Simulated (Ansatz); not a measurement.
A series of calculations on C₂H₆BSi

### Relaxation

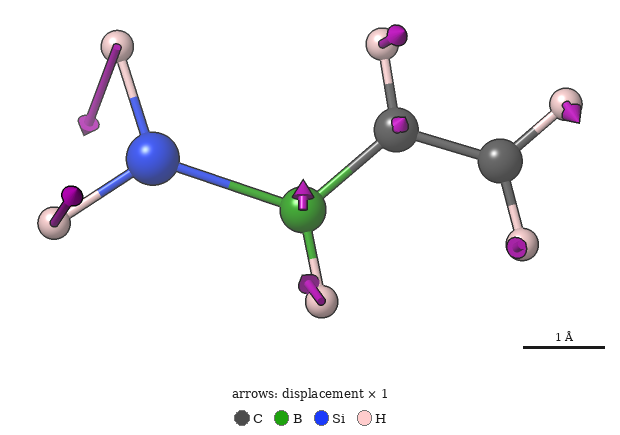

This is a relaxation of C2H6BSi (charge +1). The starting structure is drawn; purple arrows show the displacements, at their true length. The two geometries are superimposed by the best rigid fit.

A ball-and-stick model, seen face on.

The run prepares an end point of a later path (torsion) calculation, from a guessed geometry.

Theory: RKS PBE-D4/def2-SVP (Ansatz 0.2.0). (no spin polarisation; force threshold 0.015 eV/Å; at most 40 steps)

Question: Which element moves most?

Answer: Hydrogen: up to 1.63 Å, against 0.41 Å for boron.

Question: What happened in the run?

Answer: The atom that moves furthest after the best rigid fit is an H atom (1.63 Å). By element the largest moves are H 1.63 Å, B 0.41 Å, C 0.30 Å, Si 0.09 Å. Among the contacts that change: B–H 1.173 → 1.241 Å, H–Si 1.467 → 1.501 Å, C–H 1.079 → 1.103 Å, B–C 1.528 → 1.507 Å. Among the angles between lasting bonds that change: Si–B–H 120.3° → 97.4°, C–B–Si 120.4° → 139.4°, H–Si–H 105.8° → 112.5°. Groups turn about B–Si by about 90°. The energy falls by 7.32 kcal/mol in 18 accepted moves (19 points after the start). Largest force component: 1.1 eV/Å at the start, 0.013 eV/Å at the end. The line search rejected the trial step at point 11 of the run.

### Relaxation

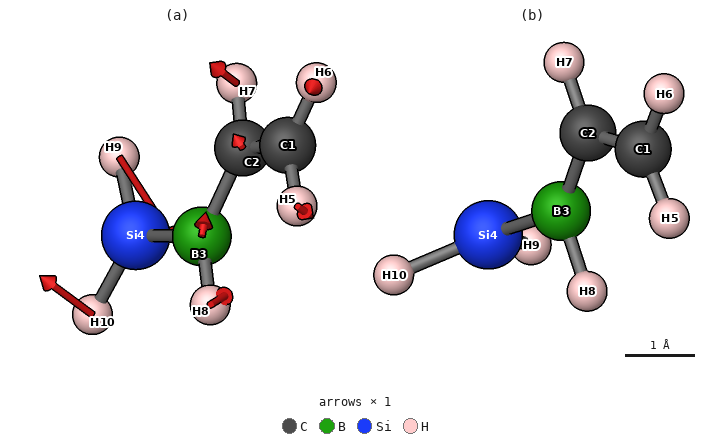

The structure of C2H6BSi (charge +1) before (left) and after (right) a relaxation, at one scale. The red arrows give the displacements, at their true length.

The picture is a ball-and-stick view, seen from a free direction.

The run prepares an end point of a later path (torsion) calculation, from a guessed geometry.

Theory: RKS PBE-D4/def2-SVP in Ansatz.

Input file:
```yaml
crystal:
  periodic: [false, false, false]
  atoms:
    - { symbol: C, position_ang: [-1.35488, 1.49429, -0.56756] }
    - { symbol: C, position_ang: [-0.56349, 0.68219, 0.16515] }
    - { symbol: B, position_ang: [0.28331, -0.42335, -0.46406] }
    - { symbol: Si, position_ang: [1.43371, -1.56278, 0.66094] }
    - { symbol: H, position_ang: [-1.42745, 1.39572, -1.63956] }
    - { symbol: H, position_ang: [-1.94961, 2.27583, -0.11914] }
    - { symbol: H, position_ang: [-0.55694, 0.8605, 1.23602] }
    - { symbol: H, position_ang: [0.24138, -0.58703, -1.62479] }
    - { symbol: H, position_ang: [1.60229, -1.51151, 2.11685] }
    - { symbol: H, position_ang: [2.30511, -2.65107, 0.19483] }
total_charge: 1
basis:
  gaussian: { orbitals: def2-SVP }
hamiltonian:
  xc: pbe
  dispersion: d4
relax:
  f_tol: 0.015
  max_steps: 40
```

Run as
```bash
ansatz run input.yaml --threads 1 --pin off --max-ram 2048MiB --backend cpu --events-out ev --progress --plain --runs-dir out
```

### Summarise the run.

Over 22 accepted moves (24 points after the start) the energy falls by 7.35 kcal/mol. Largest force component: 1.1 eV/Å at the start, 0.0094 eV/Å at the end. The line search rejected the trial steps at points 4, 14 of the run. The largest move after the best rigid fit is that of H9, 1.62 Å. Largest moves by element: H 1.62 Å, B 0.42 Å, C 0.31 Å, Si 0.08 Å. Among the contacts that change: B3–H8 1.173 → 1.243 Å, Si4–H10 1.470 → 1.501 Å, C1–H5 1.079 → 1.104 Å, C2–B3 1.528 → 1.507 Å. Bond angles that change, for instance: Si4–B3–H8 120.3° → 96.5°, C2–B3–Si4 120.4° → 140.3°, H9–Si4–H10 105.8° → 112.5°. Groups turn about B3–Si4 by about 90°. Cost: 54 s on 1 thread of Intel(R) Xeon(R) Platinum 8375C CPU @ 2.90GHz (Ice Lake) (shared host), peak memory 0.14 GiB.

### Path

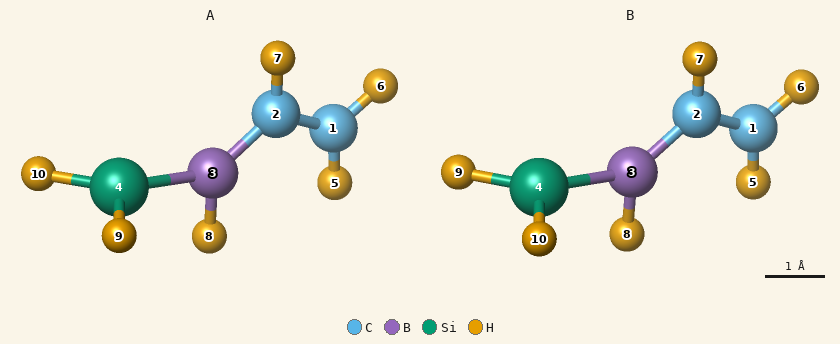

The two relaxed end points of a path for C2H6BSi (charge +1). A ball-and-stick model, seen at a tilt.

Method: RKS PBE-D4/def2-SVP (Ansatz).

Input
```yaml
crystal:
  periodic: [false, false, false]
  atoms:
    - { symbol: C, position_ang: [-1.338183, 1.525494, -0.662355] }
    - { symbol: C, position_ang: [-0.436769, 0.984742, 0.217336] }
    - { symbol: B, position_ang: [0.173158, -0.364229, -0.066235] }
    - { symbol: Si, position_ang: [1.445784, -1.623766, 0.738722] }
    - { symbol: H, position_ang: [-1.636479, 0.996121, -1.583434] }
    - { symbol: H, position_ang: [-1.805723, 2.510327, -0.486057] }
    - { symbol: H, position_ang: [-0.179246, 1.561556, 1.122027] }
    - { symbol: H, position_ang: [-0.097834, -1.034048, -1.075729] }
    - { symbol: H, position_ang: [2.873556, -1.723694, 0.286648] }
    - { symbol: H, position_ang: [1.001738, -2.832494, 1.509066] }
total_charge: 1
basis:
  gaussian: { orbitals: def2-SVP }
hamiltonian:
  xc: pbe
  dispersion: d4
neb:
  order_check: false
  images: 5
  f_tol: 0.05
  max_iterations: 60
  initial_path: idpp
  final_atoms:
    - { symbol: C, position_ang: [-1.33844862, 1.52447153, -0.66452011] }
    - { symbol: C, position_ang: [-0.43841196, 0.99059641, 0.22118367] }
    - { symbol: B, position_ang: [0.17351553, -0.35945766, -0.0495494] }
    - { symbol: Si, position_ang: [1.44909449, -1.62234314, 0.7384834] }
    - { symbol: H, position_ang: [-1.63578133, 0.98705452, -1.5814605] }
    - { symbol: H, position_ang: [-1.80485105, 2.51161645, -0.49834755] }
    - { symbol: H, position_ang: [-0.18082945, 1.5747348, 1.12107589] }
    - { symbol: H, position_ang: [-0.0983139, -1.04165618, -1.05221821] }
    - { symbol: H, position_ang: [1.00820985, -2.83228591, 1.50877763] }
    - { symbol: H, position_ang: [2.86581843, -1.73272183, 0.25656419] }
```

Command:
```bash
ansatz run input.yaml --threads 1 --pin off --max-ram 2048MiB --backend cpu --events-out ev --progress --plain --runs-dir out
```

Q: What barrier does the band find between them, and by what path?

A: The barrier is about 15.8 kJ/mol in both directions, with image 3 at the top; the ends have the same energy. The motion is a rotation about the B3–Si4 bond. No bond forms or breaks between the ends. Bond angles that change up to the highest image, for instance: C2–B3–Si4 139.4° → 119.4°, Si4–B3–H8 97.4° → 115.8°. The band converged in 10 iterations. The largest component of the band force went from 1.6 to 0.015 eV/Å. The climbing image converged on the top of the path. Its vibrational analysis gives one imaginary mode (172i cm⁻¹), as a transition state must have.

Energies of the converged images:

```json
{"image": "0", "path (Å)": "0.00", "E (kJ/mol)": "0.0"}
{"image": "1", "path (Å)": "0.86", "E (kJ/mol)": "4.0"}
{"image": "2", "path (Å)": "1.71", "E (kJ/mol)": "11.6"}
{"image": "3", "path (Å)": "2.57", "E (kJ/mol)": "15.8"}
{"image": "4", "path (Å)": "3.43", "E (kJ/mol)": "11.6"}
{"image": "5", "path (Å)": "4.30", "E (kJ/mol)": "3.9"}
{"image": "6", "path (Å)": "5.17", "E (kJ/mol)": "0.0"}
```

The geometry at the top of the path:

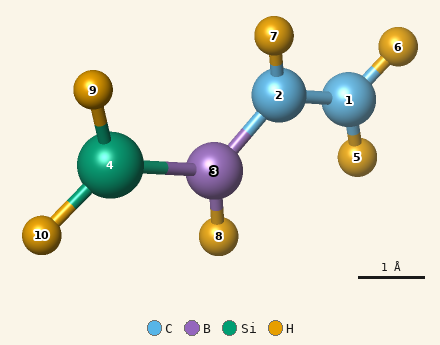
